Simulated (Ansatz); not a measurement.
ClH3O2Si

The calculation's input:

```
crystal:
  periodic: [false, false, false]
  atoms:
    - {symbol: Si, position_ang: [-0.571066, 0.239048, 0.376150]}
    - {symbol: O, position_ang: [1.101160, 0.078665, -0.389843]}
    - {symbol: O, position_ang: [-1.089234, 0.606771, -1.039716]}
    - {symbol: H, position_ang: [0.415670, 0.292856, -1.199229]}
    - {symbol: H, position_ang: [-0.425158, 1.187876, 1.490600]}
    - {symbol: Cl, position_ang: [-0.912555, -1.598201, 1.211546]}
    - {symbol: H, position_ang: [1.481383, -0.807216, -0.449608]}
basis:
  gaussian: {orbitals: def2-TZVPP}
hamiltonian: {xc: pbe0, dispersion: d4}
output: {orbitals: {seedname: orbitals}}
```

Command:

```sh
ansatz run in.yaml --threads 2 --pin off --events-out ev --progress --plain --max-ram 4352MiB
```

A transition-state structure; geometry: PBE0-D4/def2-TZVP.

Level of theory: Ansatz 0.2.0, RKS PBE0-D4/def2-TZVPP.

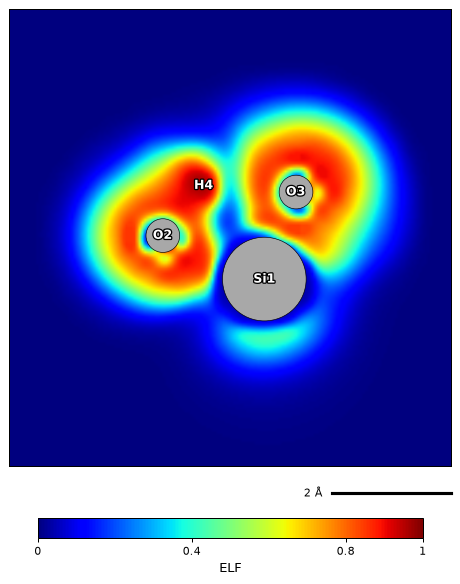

Figure 1. Electron localisation function on the plane of atoms Si1, O2 and H4. Grey discs cover the atomic cores.

Q: What do the fields say about this system?

A:
- The plane passes through Si, O and H nuclei.
- Si–O (1.55 Å): the ELF peaks at about 0.85 between the atoms: a short, strongly polar bond.
- The ELF also peaks beside O2 and O3, away from the bonds: lone-pair regions.

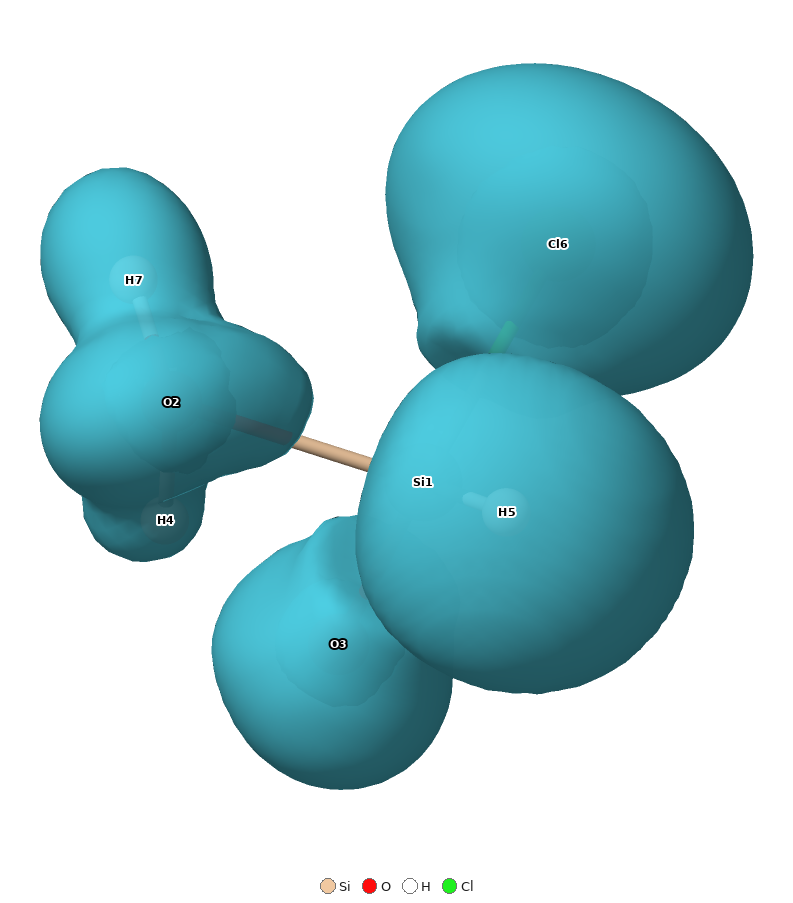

Figure 2. Isosurface of the electron localisation function at 0.75 (cyan), seen across its widest extent. Only the valence region is drawn (cores and ρ < 0.01 e/Å³ removed).

Q: What do the ELF domains correspond to?

A: The ELF exceeds this value in one region around a hydrogen nucleus, one region on Cl in which the atom's valence shell and bonds are merged, one region wrapped around O (its lone pairs, merged into a ring or cap) and one joined region spread over several atoms (H, O), in which their bonds and any lone pairs are merged. Along the contacts the grid gives the following. Si–Cl (2.05 Å): the ELF peaks at about 0.85 between the atoms (a shared but strongly polarised pair).

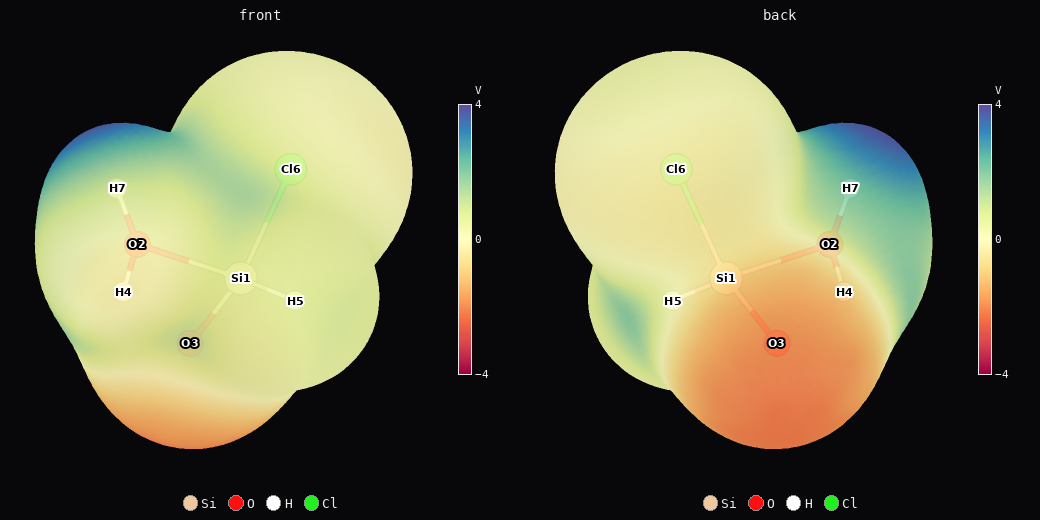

Figure 3. The electrostatic potential painted on the density surface at 0.002 e/bohr³, seen from the front and from behind; the colour scale runs from red (negative) to blue (positive).

Q: Where is the surface potential most negative and most positive?

A: The most negative region (about −2.2 V) lies over O3, the most positive (about +3.8 V) over H7. O3 is the likeliest acceptor of a hydrogen bond.
